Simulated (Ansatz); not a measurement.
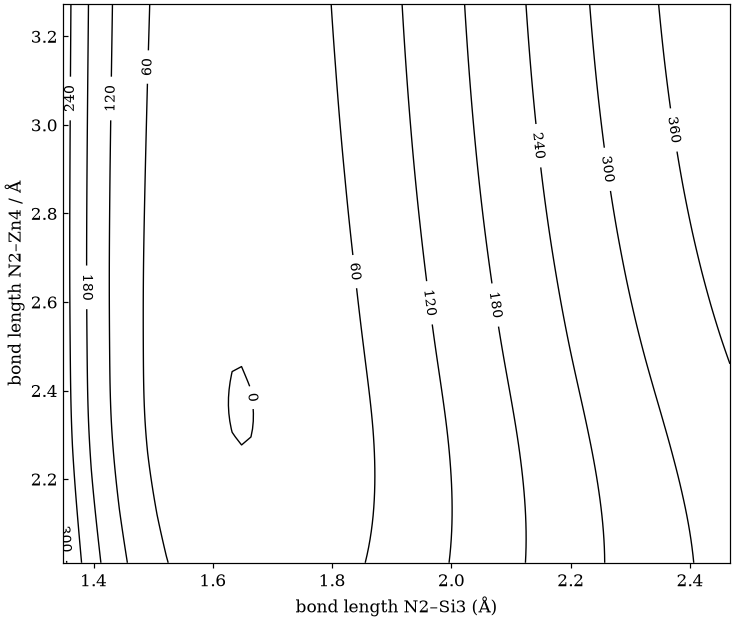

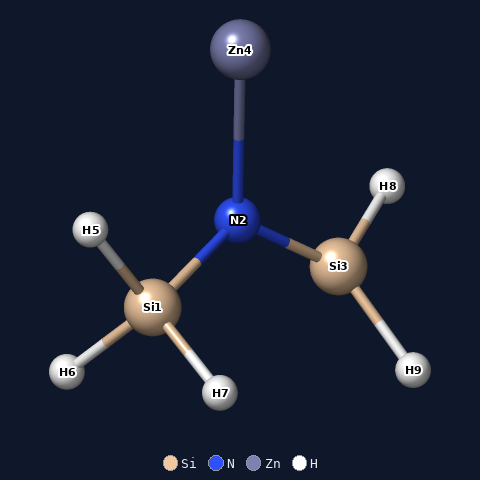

Energy landscape of H5NSi2Zn. First axis: bond length N2–Si3. Second axis: bond length N2–Zn4. Nothing is relaxed (all other coordinates rigid). The scan uses a 9 × 9 grid. All energies are given in kJ/mol relative to the lowest grid point. The reference is spin-restricted, which grows unreliable where a bond is stretched far. Computed with RKS PBE-D4/def2-SVP in Ansatz 0.2.0.

Drawn: contour lines labelled in kJ/mol. Between grid points the surface is interpolated. The second picture is the structure at the lowest point.

### What does the map say about the system?

The lowest grid point is at bond length N2–Si3 = 1.628 Å, bond length N2–Zn4 = 2.326 Å. It is the only kind of minimum in the scanned range. The highest grid point, bond length N2–Si3 = 2.467 Å, bond length N2–Zn4 = 3.273 Å, lies 415 kJ/mol above the lowest.

Each point was launched as `ansatz run input.yaml --threads 1 --pin off --max-ram 2560MiB --backend cpu --events-out ev --progress --plain --runs-dir out`. The whole map (81 points run) took 19 min on 1 thread of Arm Neoverse N1 (shared host).
